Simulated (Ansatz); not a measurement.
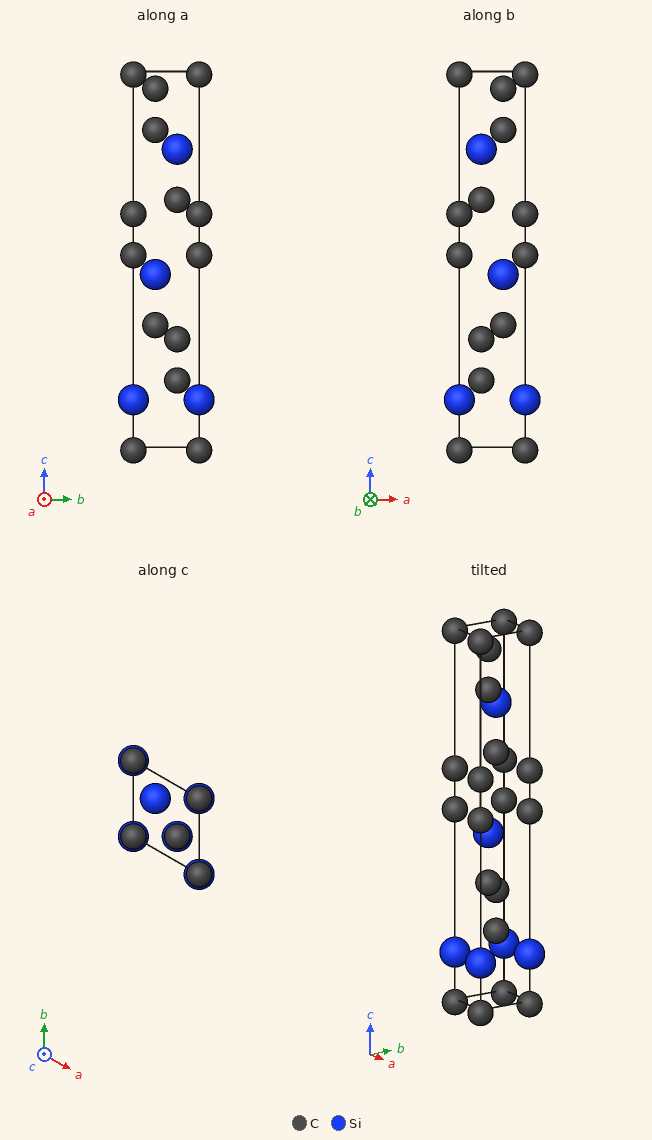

Structure drawing (spheres-only), viewed along the a axis, along the b axis, along the c axis and slightly off an axis. The parallelepiped is the conventional unit cell.

Lattice parameters: a = 2.831 Å, b = 2.831 Å, c = 14.010 Å, α = 90.00°, β = 90.00°, γ = 120.00°.

Convert the drawing into a table of Wyckoff sites, with free fractional coordinates to two decimals.

Space group R3m:H (No. 160).
| atom | site | x | y | z |
| --- | --- | --- | --- | --- |
| C | 3a | 0.6667 | 0.3333 | 0.33 |
| C | 3a | 0.3333 | 0.6667 | 0.18 |
| C | 3a | 0.3333 | 0.6667 | 0.29 |
| Si | 3a | 0.00 | 0.00 | 0.13 |

The structure was taken from a structure type filled with these elements by a generator (whether the compound takes this form wasn't checked). Earlier steps of the study may have refined or changed the cell and positions. It was run through Ansatz as a DFT input.
